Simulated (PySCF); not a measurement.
## Electronic structure of GeH2···HCl (SMILES [GeH2].Cl) in real space

```yaml
atoms:
  - { symbol: Ge, position_ang: [-0.6918, 0.6903, 0.0796] }
  - { symbol: H, position_ang: [-0.8504, -0.8285, 0.5396] }
  - { symbol: H, position_ang: [0.7317, 0.3842, -0.5699] }
  - { symbol: Cl, position_ang: [-1.6330, -0.1757, -2.3329] }
  - { symbol: H, position_ang: [-2.6767, 0.5838, -2.3793] }
```

Geometry: PBE0-D3(BJ)/def2-SVPD.

Theory: PySCF, PBE0-D3(BJ)/def2-TZVPD, SCF density, gas phase.

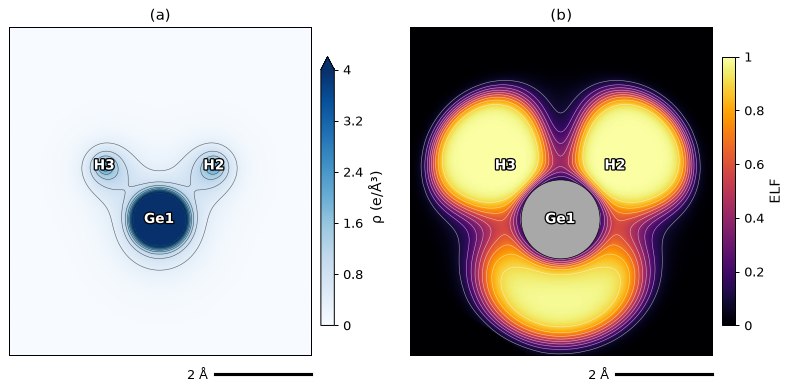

Figure 1. (a) electron density; (b) ELF on the plane of atoms H2, Ge1 and H3. Grey discs cover the atomic cores in the ELF map.

What does the map show?

Answer.
- The plane passes through Ge and H nuclei.
- Ge–H (1.59 Å): ρ is about 0.93 e/Å³ halfway; the ELF climbs to about 1 towards the hydrogen.

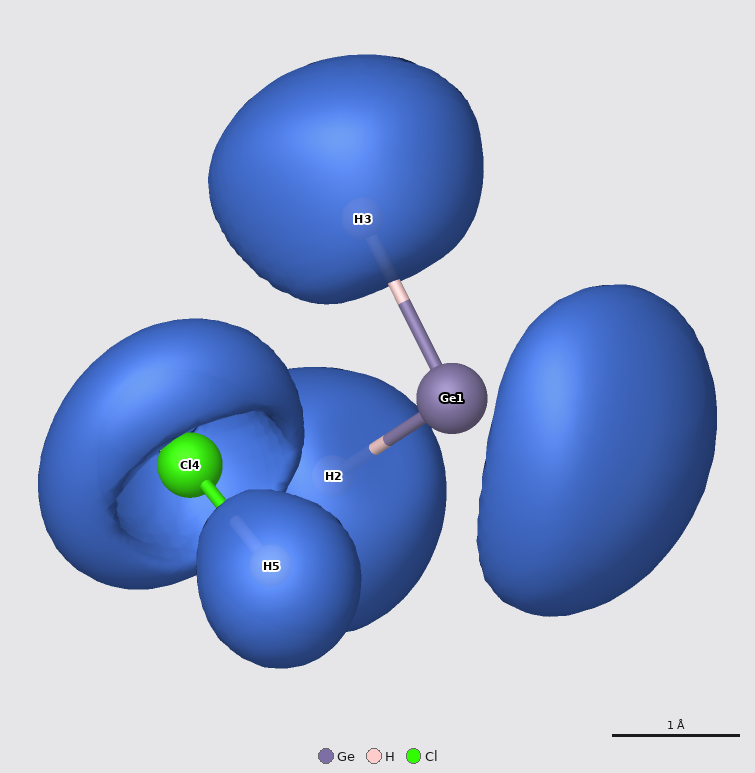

Figure 2. Isosurface of the electron localisation function at 0.85 (blue), seen at an oblique angle. Only the valence region is drawn (cores and ρ < 0.01 e/Å³ removed).

Where are the electrons localised?

Answer. At this value the surface marks out three regions around hydrogen nuclei, one lobe on Ge, pointing away from the bonds (lone pairs) and one region wrapped around Cl (its valence shell). Profiles from the grid: Ge1···Cl4 (2.73 Å): the ELF peaks at about 0.90 in the valence shell of Cl, 0.8 Å from its nucleus, and is about 0.30 at the midpoint. Cl–H (1.29 Å): the ELF climbs to about 1 towards the hydrogen: a covalent bond by its length.

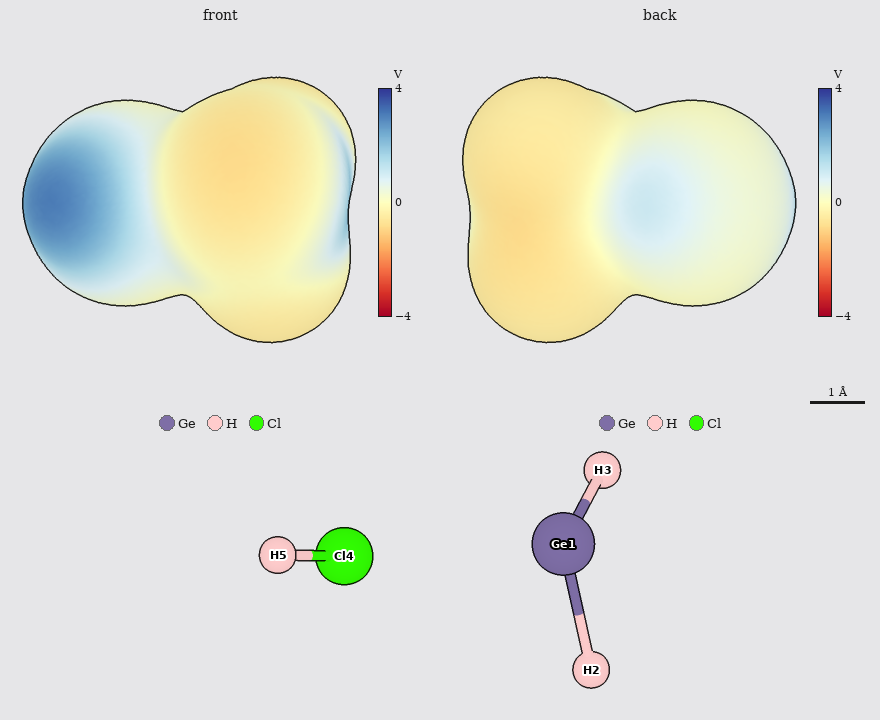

Figure 3. The electrostatic potential painted on the density surface at 0.002 e/bohr³, seen from the front and from behind; the colour scale runs from red (negative) to blue (positive). The bare structure is drawn below in the same view.

Describe the electrostatic potential map.

Answer. The most negative region (about −0.9 V, or −21 kcal/mol for a unit charge) lies over Ge1, the most positive (about +3.0 V, or +69 kcal/mol for a unit charge) over H5. Cl4 shows a σ-hole: about +1.1 V, or +25 kcal/mol for a unit charge at the tip opposite its bond, against about +0.2 V on its flanks.

How polar is the complex by this calculation?

Answer. Its dipole moment is 2.31 D.
